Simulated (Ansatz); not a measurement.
# CH4BBrO2: one species, many methods

How much do the methods differ for CH4BBrO2? The plan is to run it at one geometry with functionals of several rungs and with coupled cluster. The yardstick is the atomisation energy at the CCSD(T) limit.

Program: Ansatz 0.2.0, Gaussian basis. Level of theory: functionals in def2-TZVPP, the program's frozen cores in correlated methods. These are calculated values, not measurements.

The runs, in order: PBE-D4, r2SCAN-D4, PBE0-D4, B3LYP-D4, ωB97X-V, ωB97M-V, B2PLYP; CCSD(T)/def2-TZVPP; MP2/def2-QZVPP; extrapolation to the limit.

**1. The geometry**

An earlier PBE0-D4 in a triple-zeta def2 set relaxation fixed the geometry.

SMILES `COB(O)Br`, 9 atoms, charge 0, spin multiplicity 1.

Atoms are counted from 1 here; the program's logs count them from 0.

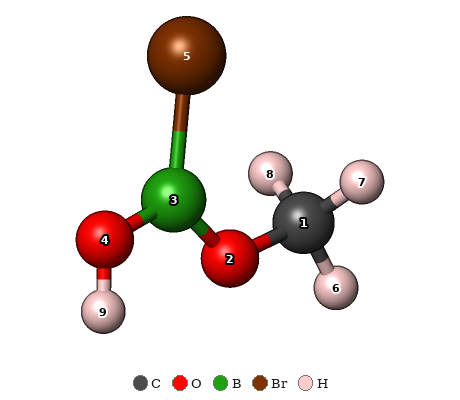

The structure; carbon dark grey, oxygen red, boron green, bromine brown, hydrogen pink; atoms are numbered from 1 in the order of the file.

**2. PBE-D4 (GGA)**

File in.yaml:

```yaml
crystal:
  periodic: [false, false, false]
  atoms:
    - {symbol: C, position_ang: [0.679470, -1.111605, 0.430493]}
    - {symbol: O, position_ang: [-0.422084, -0.399430, -0.100620]}
    - {symbol: B, position_ang: [-0.439715, 0.931157, -0.311164]}
    - {symbol: O, position_ang: [-1.533279, 1.536548, -0.822519]}
    - {symbol: Br, position_ang: [1.079146, 2.058806, 0.098462]}
    - {symbol: H, position_ang: [0.390336, -2.160599, 0.480691]}
    - {symbol: H, position_ang: [0.928357, -0.754503, 1.431836]}
    - {symbol: H, position_ang: [1.557220, -1.006447, -0.210317]}
    - {symbol: H, position_ang: [-2.239451, 0.906074, -0.996851]}
basis:
  gaussian: {orbitals: def2-TZVPP}
hamiltonian: {xc: pbe, dispersion: d4}
output: {forces: true, orbitals: {seedname: orbitals}}
```

The run is started by

```console
ansatz run in.yaml --threads 2 --pin off --events-out ev --progress --plain --max-ram 32768MiB --backend cpu
```

The runs that follow: r2SCAN-D4 (meta-GGA); PBE0-D4 (hybrid); B3LYP-D4 (hybrid); ωB97X-V (range-separated); ωB97M-V (range-separated); B2PLYP (double hybrid); CCSD(T) in def2-TZVPP; MP2 in def2-QZVPP.

Before running them: what should the planned runs give, taken together? Wanted: atomisation energy, CCSD(T)/CBS; farthest; mean size of error, hybrid; mean size of error, range-separated; gap, smallest and largest; T1 diagnostic; triples share of the correlation energy.

**Answer**, as computed:

| quantity | value |
| --- | --- |
| atomisation energy, CCSD(T)/CBS | 866.8 kcal/mol |
| functionals within 8.7 kcal/mol (1.0 %) | r2SCAN-D4, PBE0-D4, B3LYP-D4, ωB97X-V, ωB97M-V |
| farthest | PBE-D4 (+20.4 kcal/mol) |
| mean size of error, hybrid | 2.1 kcal/mol |
| mean size of error, range-separated | 1.5 kcal/mol |
| gap, smallest and largest | 6.76 eV (PBE-D4), 13.20 eV (ωB97X-V) |
| T1 diagnostic | 0.0105 |
| triples share of the correlation energy | 3.6 % |

PBE-D4 misses by +20.4 kcal/mol. Double hybrids carry the basis error of their MP2 part in triple zeta, and no dispersion term here, so their miss is partly the set-up's. Misses under about 8.7 kcal/mol are within the doubt on the reference itself, which lacks core-valence correlation, relativity and higher excitations, and its outer-core shells are covered unevenly. All levels share the lack of spin-orbit coupling, which lowers the free heavy atoms and so the true binding. Hartree-Fock recovers 73 % of the binding; the rest is correlation. Orbital gaps span 6.8 to 13.2 eV; exact exchange widens them. Correlated methods include outer-core shells of Br, which these sets cover unevenly.
